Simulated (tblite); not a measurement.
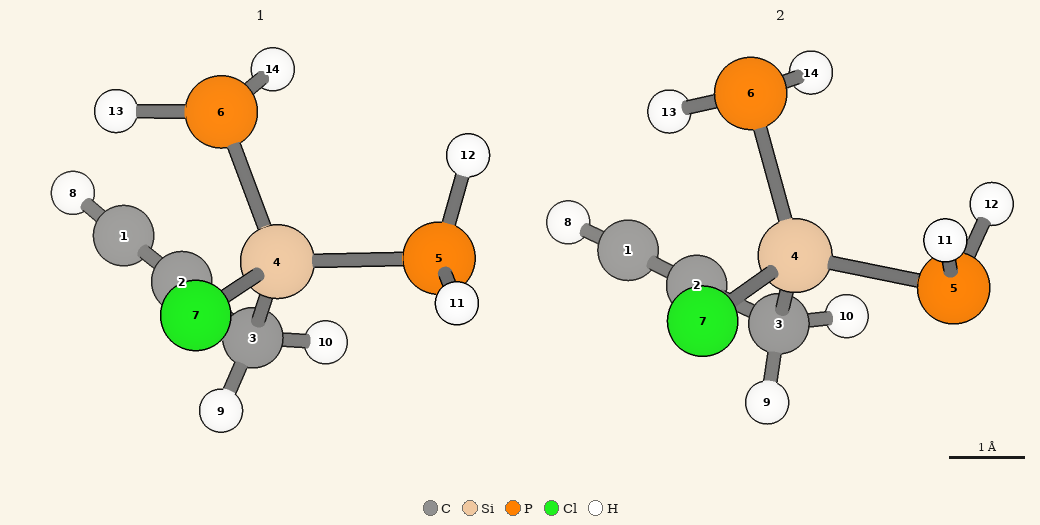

Two geometries of C₃H₇ClP₂Si, drawn at one scale. One is the start of a relaxation, the other its converged end. Style: ball-and-stick. Shown from a free direction.

The calculation used GFN2-xTB geometry optimisation, gas phase in tblite. 

### Which of the two is the end point?

Structure 2 is the relaxed one. The atom that moves furthest after the best rigid fit is H11 (0.96 Å). Largest moves by element: H 0.96 Å, P 0.50 Å, Cl 0.31 Å, C 0.29 Å, Si 0.10 Å. Among the contacts that change: Si4–P6 2.204 → 2.271 Å, P5–H11 1.449 → 1.383 Å, Si4–Cl7 2.105 → 2.043 Å, P5–H12 1.446 → 1.386 Å. Among the angles between lasting bonds that change: H13–P6–H14 112.0° → 92.5°, Si4–P6–H13 111.9° → 93.3°, Si4–P6–H14 110.9° → 93.7°. Over 142 geometry steps the energy falls by 136.5 kJ/mol.
